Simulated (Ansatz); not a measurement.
## Converging the k-point mesh: Ge (P3m1, 4 atoms in the cell)

```xyz
4
Lattice="3.9776 0.0000 0.0000 -1.9888 3.4447 0.0000 0.0000 0.0000 6.5664" Properties=species:S:1:pos:R:3 pbc="T T T"
Ge     1.9888     1.1482     0.4630
Ge     0.0000     2.2965     6.1534
Ge     0.0000     2.2965     3.6962
Ge     1.9888     1.1482     2.8702
```

Method: LDA (PW92), default PAW files made with PBE (plane waves; Ansatz, a program for electronic structure).

Base settings: basis.ecutwfc = 420 eV; kpoints.mp_grid.grid = 10 10 5; hamiltonian.xc = lda; hamiltonian.pseudopotentials = {kind: paw} (the program's default PAW files); scf.occupations.method = fermi_dirac; scf.occupations.width = 0.1 eV.

Only quantities that move along the ladder and can be compared are tabulated.

The count of work is k-points × plane waves × bands × iterations; it is no time. Core times come from one kind of shared machine, to one figure; runs under 30 s give none.

The starting cell comes from a database of computed structures (which also holds hypothetical and non-ambient phases and stackings), without a prior relaxation at this level. Its lattice was rescaled by up to half a per cent. One atom was moved a little off its site on purpose. Ansatz's pressure includes its estimate of the finite-basis (Pulay) stress.

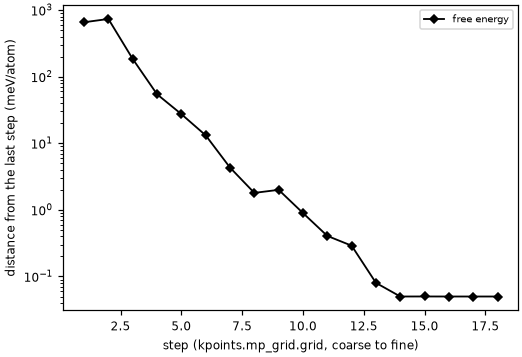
*Distance from the last step along the ladder; very small values are drawn at a floor.*

| kpoints.mp_grid.grid | free energy less the last step's (meV/atom) | pressure (GPa) | largest difference of a force vector from the last step's (eV/Å) | count of work / last | core time / last (rough) |
|---|---|---|---|---|---|
| 2 2 1 | 656.69 | 7.69 | 0.506 | 0.0012 | – |
| 2 2 2 | 735.44 | 5.55 | 0.582 | 0.0021 | – |
| 3 3 2 | 184.63 | 1.12 | 0.129 | 0.0027 | – |
| 4 4 2 | 54.47 | -0.14 | 0.058 | 0.0041 | – |
| 5 5 3 | 27.40 | -0.80 | 0.046 | 0.0053 | – |
| 6 6 3 | 13.15 | -0.87 | 0.032 | 0.010 | – |
| 7 7 4 | 4.31 | -0.92 | 0.008 | 0.019 | – |
| 8 8 4 | 1.80 | -0.94 | 0.005 | 0.023 | – |
| 8 8 5 | 2.00 | -0.95 | 0.009 | 0.027 | – |
| 9 9 5 | 0.90 | -0.96 | 0.009 | 0.033 | – |
| 10 10 5 | 0.41 | -0.96 | 0.008 | 0.039 | – |
| 10 10 6 | 0.29 | -0.97 | 0.006 | 0.048 | – |
| 11 11 6 | 0.08 | -0.97 | 0.005 | 0.056 | – |
| 12 12 7 | 0.03 | -0.98 | 0.002 | 0.074 | – |
| 15 15 8 | -0.05 | -0.99 | 0.002 | 0.13 | 0.1 |
| 19 19 10 | -0.01 | -0.99 | 0.000 | 0.24 | 0.2 |
| 21 21 11 | -0.01 | -0.99 | 0.000 | 0.31 | 0.3 |
| 25 25 14 | 0.00 | -0.99 | 0.000 | 0.55 | 0.5 |
| 31 31 17 | 0.00 | -0.99 | 0.000 | 1.0 | 1 |

Coarsest kpoints.mp_grid.grid that holds the forces within 0.005 eV/Å of the last step, with all finer ones: 12 12 7, at 0.074 of the last step's count of work; the step before is off by 0.005 eV/Å.

Coarsest kpoints.mp_grid.grid that holds the pressure within 1 GPa of the last step, with all finer ones: 4 4 2, at 0.0041 of the last step's count of work; the step before is off by 2.1 GPa.

Coarsest kpoints.mp_grid.grid that holds the free energy within 1 meV/atom of the last step, with all finer ones: 9 9 5, at 0.033 of the last step's count of work; the step before is off by 2.0 meV/atom.

Keys are those of Ansatz 0.2.
